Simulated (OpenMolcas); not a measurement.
# doublet CH3I−: levels of theory compared

Wanted: a comparison of 3 runs (UHF/3-21G, UBHLYP/def2-SVPD, UPBE0/def2-SVPD) of doublet CH3I−. 

The calculation is run with OpenMolcas 26.06.

### Step 1. Starting point

CH3I− has 5 atoms, charge -1, and is taken as a doublet. SMILES of the parent species: `CI`. The shape is that of a PBE0-D4/def2-TZVP optimisation. That shape belongs to the parent species and isn't relaxed for this state.

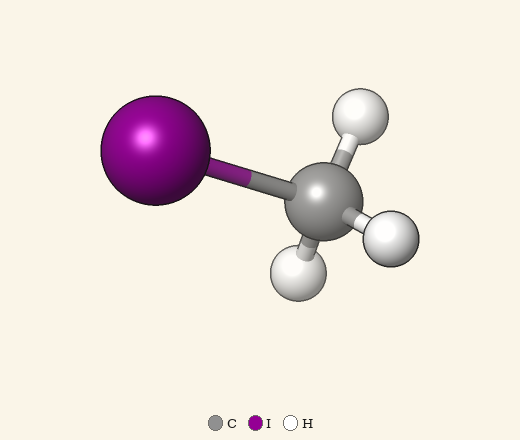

Viewed from a chosen angle; carbon grey, iodine purple, hydrogen white.

### Step 2. The energy at UHF/3-21G (run 1)

Contents of test.input:

```
>>> EXPORT MOLCAS_PRINT=2

&GATEWAY
  BasLib
  $CurrDir
  Coord
  5
  angstrom
  C       -0.044100      -0.162730       0.153180
  I        0.368060       1.358130      -1.278460
  H        0.760650      -0.889590       0.103440
  H       -0.088230       0.307420       1.130650
  H       -0.996380      -0.613220      -0.108810
  Basis
  3-21G
  Group
  NoSym

&SEWARD

&SCF
  UHF
  Charge
  -1
  Spin
  2
  Thresholds
  1e-10 1e-07 1e-07 1e-05
  PrOrbitals
  1
```

The basis set 3-21G is read from a file made from the Basis Set Exchange's data (not shown).

Launch:

```bash
$ export MOLCAS_MEM=1860
$ pymolcas test.input > test.log
```

Output:

```text
--- Start Module: gateway ---
[...]
--- Stop Module: gateway /rc=_RC_ALL_IS_WELL_ ---
--- Start Module: seward ---
[...]
      Basis functions           46
--- Stop Module: seward /rc=_RC_ALL_IS_WELL_ ---
--- Start Module: scf ---
[...]
       Convergence after  16 Iterations
[...]
::    Total SCF energy                              -6926.6056817895
[...]
      Total spin, S                                     0.5042181003
[...]
      Total electronic charge=   63.000000
      Total            charge=   -1.000000
[...]
      Dipole Moment (debye):
      Origin of the operator (angstrom)=    0.3231    1.1921   -1.1222
                   X=  4.2619E-02               Y=  1.5727E-01               Z= -1.4806E-01           Total=  2.2016E-01
      Center of Charge (angstrom)
[...]
--- Stop Module: scf /rc=_RC_ALL_IS_WELL_ ---
[...]
```

Run time: 2 s. Hardware: 1 thread of Arm Neoverse V2, shared host; peak memory 0.38 GiB.

### Step 3. A single-point energy at UBHLYP/def2-SVPD (core potential) (run 2)

Contents of mol.xyz:

```xyz
5

C     -0.044100    -0.162730     0.153180
I      0.368060     1.358130    -1.278460
H      0.760650    -0.889590     0.103440
H     -0.088230     0.307420     1.130650
H     -0.996380    -0.613220    -0.108810
```

Contents of job.input:

```
&GATEWAY
 BASLIB
 $CurrDir
 COORD
 mol.xyz
 BASIS
 def2-SVPD
 GROUP
 NoSym

&SEWARD
 GRIDINPUT
 Grid=UltraFine
 End of Grid

&SCF
 UHF
 CHARGE
 -1
 SPIN
 2
 KSDFT
 HYB_GGA_XC_BHANDHLYP
 THRESHOLDS
 1e-10 1e-07 1e-07 1e-05
 PRORBITALS
 0
```

The basis set def2-SVPD is read from a file made from the Basis Set Exchange's data (not shown).

Launch:

```bash
$ export MOLCAS_MEM=1860
$ pymolcas job.input > job.log
```

Output:

```text
--- Start Module: gateway ---
[...]
--- Stop Module: gateway /rc=_RC_ALL_IS_WELL_ ---
--- Start Module: seward ---
[...]
      Basis functions           79
--- Stop Module: seward /rc=_RC_ALL_IS_WELL_ ---
[...]
--- Start Module: scf ---
[...]
       Convergence after  20 Iterations
[...]
::    Total KS-DFT energy                            -337.4730555732
[...]
      Total spin, S                                     0.5018985105
[...]
      Total electronic charge=   35.000000
      Total            charge=   -1.000000
[...]
      Dipole Moment (debye):
      Origin of the operator (angstrom)=    0.3231    1.1921   -1.1222
                   X= -2.8061E-01               Y= -1.0354E+00               Z=  9.7468E-01           Total=  1.4494E+00
      Center of Charge (angstrom)
[...]
--- Stop Module: scf /rc=_RC_ALL_IS_WELL_ ---
[...]
```

It took 34 s on 1 thread of Arm Neoverse V2, shared host; peak memory 0.44 GiB.

### Step 4. The energy at UPBE0/def2-SVPD (core potential) (run 3)

Contents of calc.input:

```
&GATEWAY
BasLib=$CurrDir
Coord
5
angstrom
C       -0.044100      -0.162730       0.153180
I        0.368060       1.358130      -1.278460
H        0.760650      -0.889590       0.103440
H       -0.088230       0.307420       1.130650
H       -0.996380      -0.613220      -0.108810
Basis=def2-SVPD
Group=NoSym
&SEWARD
GridInput
Grid=UltraFine
End of Grid
&SCF
UHF
Charge=-1
Spin=2
KSDFT=PBE0
Thresholds=1e-10 1e-07 1e-07 1e-05
PrOrbitals=1 1
```

The basis set def2-SVPD is read from a file made from the Basis Set Exchange's data (not shown).

Launch:

```bash
$ export MOLCAS_MEM=1860
$ pymolcas calc.input > calc.log
```

Output:

```text
--- Start Module: gateway ---
[...]
--- Stop Module: gateway /rc=_RC_ALL_IS_WELL_ ---
--- Start Module: seward ---
[...]
      Basis functions           79
--- Stop Module: seward /rc=_RC_ALL_IS_WELL_ ---
[...]
--- Start Module: scf ---
[...]
       Convergence after  19 Iterations
[...]
::    Total KS-DFT energy                            -337.5184684024
[...]
      Total spin, S                                     0.5010345286
[...]
      Total electronic charge=   35.000000
      Total            charge=   -1.000000
[...]
      Dipole Moment (debye):
      Origin of the operator (angstrom)=    0.3231    1.1921   -1.1222
                   X= -4.0462E-01               Y= -1.4930E+00               Z=  1.4055E+00           Total=  2.0900E+00
      Center of Charge (angstrom)
[...]
--- Stop Module: scf /rc=_RC_ALL_IS_WELL_ ---
[...]
```

It took 32 s on 1 thread of Arm Neoverse V2, shared host; peak memory 0.44 GiB.

### Step 5. Overview of the runs

```tsv
run	level	integration grid	energy (Eh)	HOMO energy (eV)	LUMO energy (eV)	⟨S²⟩	wall time
1	UHF/3-21G	–	-6926.605682	1.80	11.02	0.758	2 s
2	UBHLYP/def2-SVPD (core potential)	UltraFine	-337.473056	1.70	4.06	0.754	34 s
3	UPBE0/def2-SVPD (core potential)	UltraFine	-337.518468	2.04	3.71	0.752	32 s
```

### Step 6. Outcome

| quantity | value |
| --- | --- |
| run 3: total energy | -337.51847 Eh |
| run 3: HOMO energy (highest over α and β) | 2.04 eV |
| run 3: LUMO energy (lowest over α and β) | 3.71 eV |
| run 3: ⟨S²⟩ | 0.752 |

In words: Totals of different functionals can't be ranked against each other. Some runs of one species differ in core potentials or relativity; totals across that change don't compare. In runs 1, 2, 3 the HOMO lies above zero, so the outermost electron may be held by the basis alone. In run 1 relativity is left out where basis or elements ask for it. All runs together took 68 s, the longest 34 s.
